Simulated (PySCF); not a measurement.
## A study: CCl$_{4}$, SMILES `ClC(Cl)(Cl)Cl`

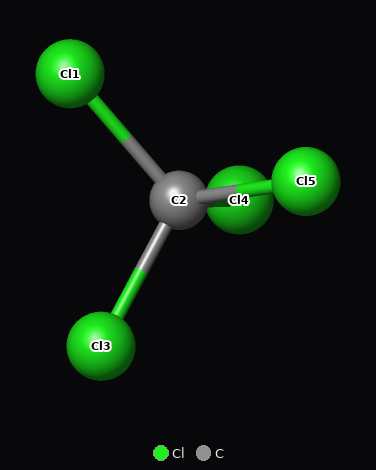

The molecule, with its atoms numbered as below. No frequency check shows the geometry to be a minimum.

Cartesian coordinates (Å):

```
Cl1      1.0215   -1.4215    0.2556
C2       0.0002   -0.0000    0.0001
Cl3      1.0212    1.4217   -0.2557
Cl4     -1.0214   -0.2558   -1.4214
Cl5     -1.0214    0.2556    1.4214
```

### 1. Bonding charge

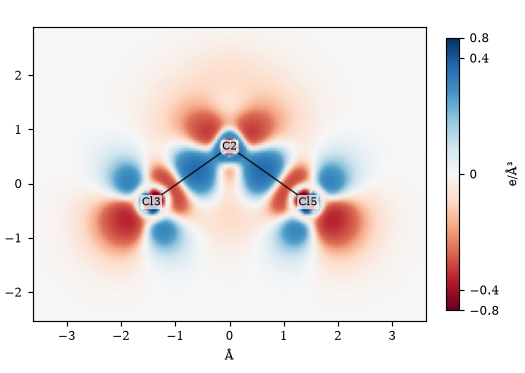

Deformation density (molecule less spherical, spin-averaged free atoms) in the plane of C2, Cl3 and Cl5; colour scale in e/Å³, logarithmic beyond ±0.1; blue: gain, red: loss.

Method: PBE0/def2-TZVP; geometry: GFN2-xTB; program: PySCF.

> Describe the bonding that the map shows.

C2–Cl5 and C2–Cl3: +0.27 e/Å³ at the bond critical point (bond length 1.77 Å, Mayer order 1.1). In all, 1.2 electrons gather in the regions of gain relative to the promolecule.

> Where do the Hirshfeld charges lie?

The highest Hirshfeld charge is on C2 (+0.09 e), the lowest on Cl1, Cl3, Cl4 and Cl5 (−0.02 e).

### 2. Bond critical points

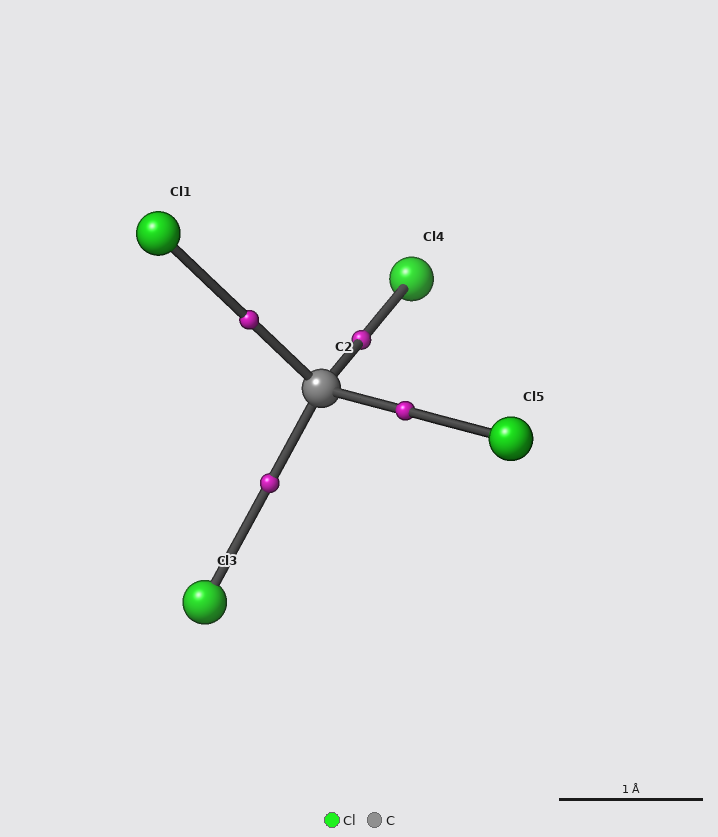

Molecular graph of the electron density (QTAIM): bond paths, bond critical points (magenta), ring points (cyan, if any); weak paths are dashed.

> How many critical points of each kind are there, and does the count close?

5 nuclei, 4 bond, 0 ring and 0 cage critical points: 5 − 4 + 0 − 0 = 1, as the Poincaré–Hopf relation requires.

> Give the properties at the bond critical points.

```
            bond  length (Å)  ρ (a.u.)  ∇²ρ (a.u.)     ε  H (a.u.)
Cl1–C2 (4 alike)       1.769     0.200       −0.28  0.00    −0.138
```

> What kind of interaction is Cl1–C2?

Shared-shell (covalent): ρ = 0.200, ∇²ρ = −0.28, H = −0.138 a.u.

### 3. Local ionisation energy

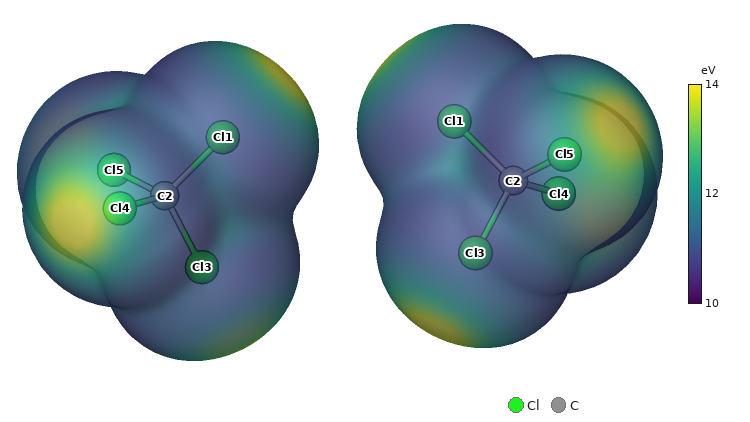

Average local ionisation energy on the surface of electron density 0.001 a.u. (back view left, front view right).

> Where are the most loosely bound electrons on this surface?

The lowest value is 10.8 eV, 2.1 Å from Cl4, and at like points elsewhere. For comparison, the highest occupied orbital lies at −9.1 eV.

> What volume does the surface enclose, and what is the dipole moment?

About 126 Å³; the dipole moment is 0.0 D.

### 4. In an electric field

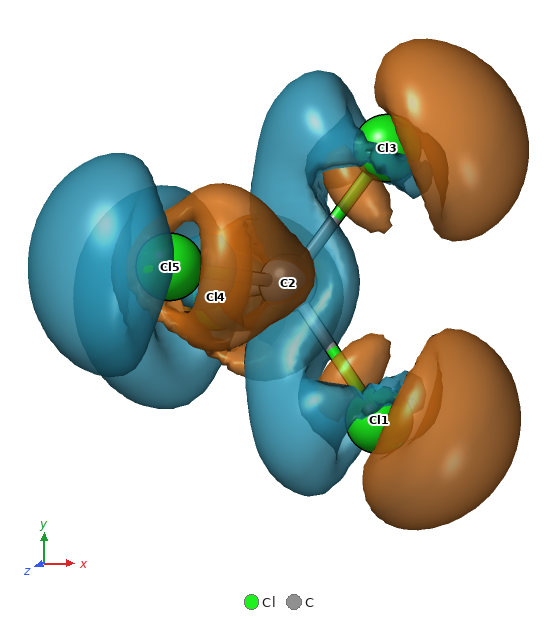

Change of the electron density in a uniform field of 0.21 V/Å, surfaces at ±0.0015 e/Å³ (light blue: gain, orange: loss).

PySCF calculation, PBE0/def2-TZVP, gas phase; geometry: GFN2-xTB. A basis without diffuse functions makes polarisabilities too small.

> Along which Cartesian direction does the field point?

Along +x: electrons gather on the −x side, against the field.

> How large is the response?

The induced dipole is 0.61 D (along the field); α along this axis, from the fields in both directions, is 60 bohr³ (8.9 Å³).

> Which atoms gain and lose the most charge?

Electrons gather most on Cl4 and Cl5 alike (Hirshfeld charge changes by −0.013 e) and leave Cl1 and Cl3 alike most (+0.013 e); 0.057 electrons are displaced in all.

The PySCF runs shown took 10 s and 26 s on 1 thread of AMD EPYC 7R43 64-Core Processor (Zen 3), on a shared host.
